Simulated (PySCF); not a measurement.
# CeH3(H2O): other functionals and bases at one geometry

How far do other levels of theory move the description of CeH3(H2O), and what does each cost? The structure is generated, not taken from experiment.

Method: several levels, as the steps say, no spin–orbit coupling; program: PySCF 2.14.0.

1 further run of the same task is left out (for a known fault of the program).

### 1 Starting geometry

7 atoms, charge 0, spin multiplicity 1.

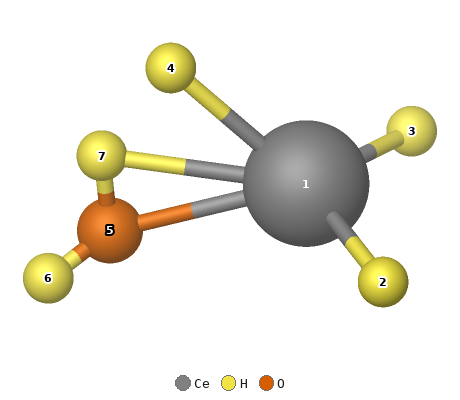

The structure; cerium grey, hydrogen yellow, oxygen orange; atoms are numbered from 1 in the order of the file.

Coordinates:

```xyz
7
charge 0, multiplicity 1
Ce    0.0004    0.1254    0.2681
H     1.3999    1.2768    1.3591
H    -0.9578   -1.4278    1.3303
H     0.4130   -0.2186   -1.8624
O    -1.3612    1.3093   -1.4098
H    -1.4564    2.1716   -1.8306
H    -0.7210    0.7550   -1.9834
```

Formal oxidation states: Ce +3. Each metal's 1 4f electrons lie in its core potential, so multiplicities, spins and levels count the valence alone. An earlier session relaxed this geometry at PBE0, Ce lcecp-1-SVP with ECP47, H def2-SVP, O def2-SVP (singlet, point group C1).

At PBE0 on the finer grid: E = -110.255623 Eh, HOMO -6.43 eV, LUMO -1.37 eV, Mulliken charge on Ce1 +0.79 e, largest force component 0.014 eV/Å. 

Levels to run: BLYP; r2SCAN; PBE0, TZVP. Hardware: 2 threads of Arm Neoverse V2, shared host.

### 2 BLYP

Input file run.py (the lines that set the calculation):

```python
mol = gto.M(atom='''
Ce     0.00045     0.12537     0.26805
H      1.39989     1.27684     1.35906
H     -0.95779    -1.42780     1.33035
H      0.41296    -0.21860    -1.86241
O     -1.36122     1.30933    -1.40983
H     -1.45636     2.17157    -1.83056
H     -0.72105     0.75495    -1.98337''',
    basis={'Ce': 'lcecp-1-SVP', 'H': 'def2-SVP', 'O': 'def2-SVP'},
    ecp={'Ce': 'lcecp-1-SVP'},
    charge=0, spin=0)
mf = dft.RKS(mol, xc='BLYP')
mf.grids.atom_grid = (75, 302)  # f atoms: unpruned, at least (60, 302)
mf = mf.density_fit()  # fitting sets: Ce AutoAux, H def2-universal-JKFIT, O def2-universal-JKFIT
mf.conv_tol = 1e-08; mf.max_cycle = 55
mf.kernel(dm0)  # dm0: the density of the relaxed state
```

Started as:

```
$ OMP_NUM_THREADS=2 python run.py
```

### 3 r2SCAN

Edit run.py (the lines that set the calculation) of step 2 so:

```diff
@@ -11,3 +11,3 @@
     charge=0, spin=0)
-mf = dft.RKS(mol, xc='BLYP')
+mf = dft.RKS(mol, xc='R2SCAN')
 mf.grids.atom_grid = (75, 302)  # f atoms: unpruned, at least (60, 302)
```

### 4 PBE0, TZVP

Basis: Ce lcecp-1-TZVP with ECP47, H def2-TZVP, O def2-TZVP. 

Input file run.py (the lines that set the calculation):

```python
mol = gto.M(atom='''
Ce     0.00045     0.12537     0.26805
H      1.39989     1.27684     1.35906
H     -0.95779    -1.42780     1.33035
H      0.41296    -0.21860    -1.86241
O     -1.36122     1.30933    -1.40983
H     -1.45636     2.17157    -1.83056
H     -0.72105     0.75495    -1.98337''',
    basis={'Ce': 'lcecp-1-TZVP', 'H': 'def2-TZVP', 'O': 'def2-TZVP'},
    ecp={'Ce': 'lcecp-1-TZVP'},
    charge=0, spin=0)
mf = dft.RKS(mol, xc='PBE0')
mf.grids.atom_grid = (75, 302)  # f atoms: unpruned, at least (60, 302)
mf = mf.density_fit()  # fitting sets: Ce AutoAux, H def2-universal-JKFIT, O def2-universal-JKFIT
mf.conv_tol = 1e-08; mf.max_cycle = 55
mf.kernel(dm0)  # dm0: free metal ions and neutral atoms
```

**Question.** What will these runs give? Wanted: for each run, HOMO; gap; charge on Ce1; dipole; largest force.

As calculated:

| level | state | HOMO (eV) | gap (eV) | charge on Ce1 (e) | dipole (D) | largest force (eV/Å) | basis functions | time |
| --- | --- | --- | --- | --- | --- | --- | --- | --- |
| PBE0 (relaxed here) | singlet | -6.43 | 5.06 | 0.79 | 3.85 | 0.01 | 72 | 7.3 s |
| BLYP | singlet | -5.15 | 3.00 | 0.60 | 3.85 | 0.58 | 72 | 3.1 s |
| r2SCAN | singlet | -5.51 | 3.75 | 0.80 | 3.81 | 0.21 | 72 | 4.2 s |
| PBE0, TZVP | singlet | -6.46 | 5.07 | 0.98 | 3.71 | 0.23 | 108 | 6.8 s |

Times are on 2 threads of Arm Neoverse V2, shared host; the first row also made further properties.

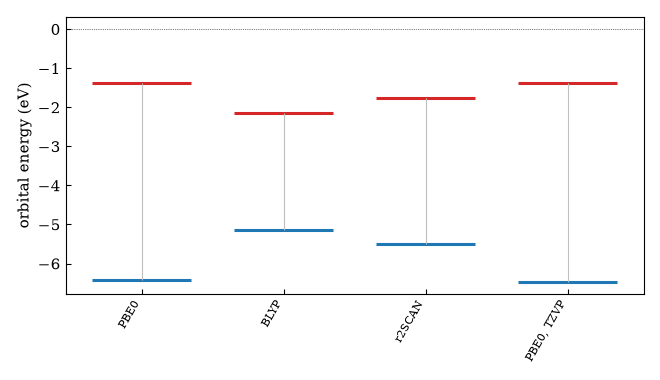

Highest filled and lowest empty level, method by method.

In one basis the HOMO–LUMO gap runs from 3.00 eV (BLYP) to 5.06 eV (PBE0). The largest leftover force, 0.58 eV/Å with BLYP, stands at a geometry relaxed at another level. The Mulliken charge on Ce spans +0.60 to +0.98 e over the levels. With 4f in the core, its levels are missing from HOMO and gap. Total energies of different levels can't be compared. Spin–orbit coupling is left out throughout.
